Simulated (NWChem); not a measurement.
Single-point calculation, with input and output: CF₂O (charge −1)

- system: CF₂O, charge −1, multiplicity 2
- method: B3LYP/6-31G*, UKS (NWChem 7.3.0)

The geometry is that of the parent species in another charge or spin state. The geometry comes from this level: PBE0-D4/def2-TZVP.

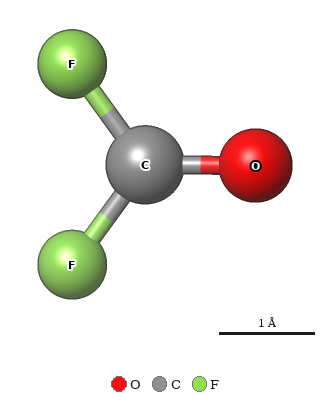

Figure 1. The input geometry (ball-and-stick view, seen on its broad side). Bond lengths as drawn: C–F 1.31 Å and C–O 1.17 Å.

### Input
```python
from ase import Atoms
from ase.calculators.nwchem import NWChem

molecule = Atoms(['O', 'C', 'F', 'F'], positions=[
    [-1.242660, -0.157400, 0.153910],
    [-0.091830, -0.011630, 0.011370],
    [0.845490, -0.826670, 0.424670],
    [0.488990, 0.995700, -0.589960],
])

calc = NWChem(
    label='test',
    theory='dft',
    memory='2200 mb',
    basis='6-31G*',
    basispar='spherical bse',
    charge=-1,
    dft={'xc': 'b3lyp', 'mult': '2', 'grid': 'xfine', 'convergence': 'energy 1e-08', 'iterations': '100', 'mulliken': None},
    task='energy',
)
molecule.calc = calc

e = molecule.get_potential_energy()
print(f"E = {e:.6f} eV")
```

### File test.nwi
```
title "test"

permanent_dir test

scratch_dir test

start test

geometry units angstrom nocenter noautosym noautoz
  O  -1.2426600000000001e+00 -1.5740000000000001e-01 1.5390999999999999e-01
  C  -9.1829999999999995e-02 -1.1630000000000000e-02 1.1370000000000000e-02
  F  8.4548999999999996e-01 -8.2667000000000002e-01 4.2466999999999999e-01
  F  4.8898999999999998e-01 9.9570000000000003e-01 -5.8996000000000004e-01
end

charge -1

memory 2200 mb

basis spherical bse noprint
   * library 6-31G*
end

dft
  xc b3lyp
  mult 2
  grid xfine
  convergence energy 1e-08
  iterations 100
  mulliken
end

task dft energy
```

Hardware: 1 thread of Intel Xeon @ 2.90GHz (Ice Lake), 12 GiB of memory available, shared host.

Launched with:
```bash
export ASE_NWCHEM_COMMAND="nwchem PREFIX.nwi > PREFIX.nwo"
python run.py
```

### The program's output
```
E = -8514.031167 eV
```

### Key numbers

- outcome: converged
- total energy: −312.884877 hartree
- basis functions: 56
- ⟨S²⟩: 0.753
- wall time: 20 s
- peak memory: 0.12 GiB
